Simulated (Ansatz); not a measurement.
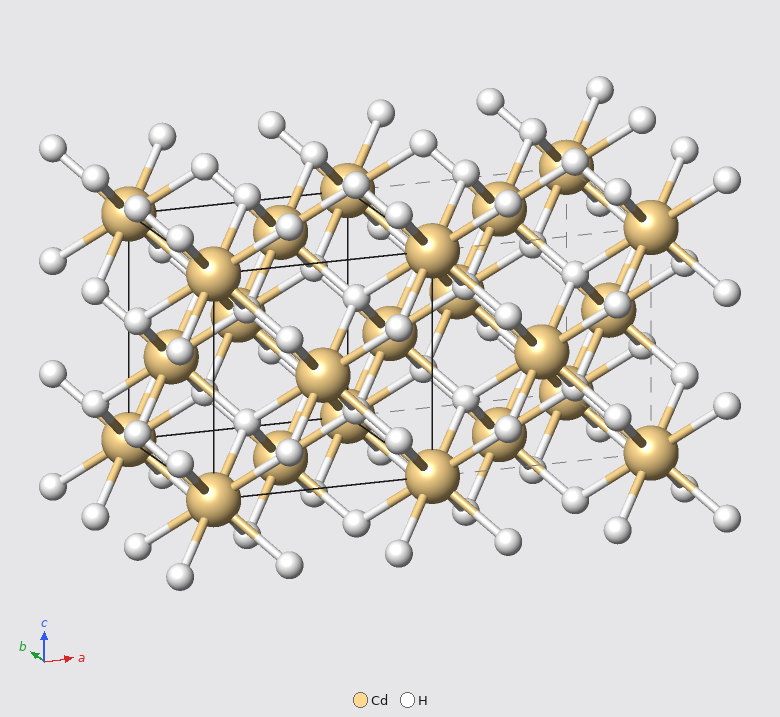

CdH₂ (space group Fm-3m, No. 225): the input geometry of an electronic-structure calculation (not necessarily at equilibrium); the starting structure was generated, so it need not be a known form of this composition.

Bonds are taken as Cd–H below 2.5 Å. Simplification: prune 0- and 1-connected atoms, fold 2-connected ones into links.

Q: What kind of net remains, and which atoms are its nodes?

A: A binodal (4,8)-connected, three-periodic net: H is a 4-connected node; Cd is an 8-connected node, in the ratio 2:1.

Q: Which named net is it?

A: It is the flu net, known from fluorite.

Q: Is the net interpenetrated?

A: It is a single net, without interpenetration.

Q: How many nodes does the smallest cycle have?

A: Four.
